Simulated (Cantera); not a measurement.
A closed system holds: 1 mol C2F6, 0.21 mol HCl, a varied amount of H2, held at 2500 °C and 10.0 mbar.

These are equilibrium values from Cantera (NASA tables, ideal gas, pure condensed phases), not measurements of a reactor. Candidate condensed phases: C, C6H6, C7H8, C8H18; 118 gas species. The feed counts by its element totals alone. Rates play no part.

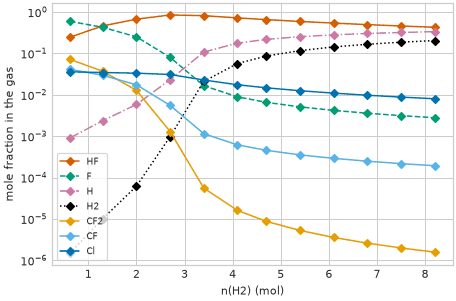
Figure. Equilibrium gas composition (values under 1e-9 drawn at 1e-9)

Read off the mole fractions at 7.5 mol H2.

HF about 0.46, H about 0.32, H2 about 0.19, Cl about 0.0088, F about 0.0031, CF about 0.00022, CF2 about 2.0e-6.
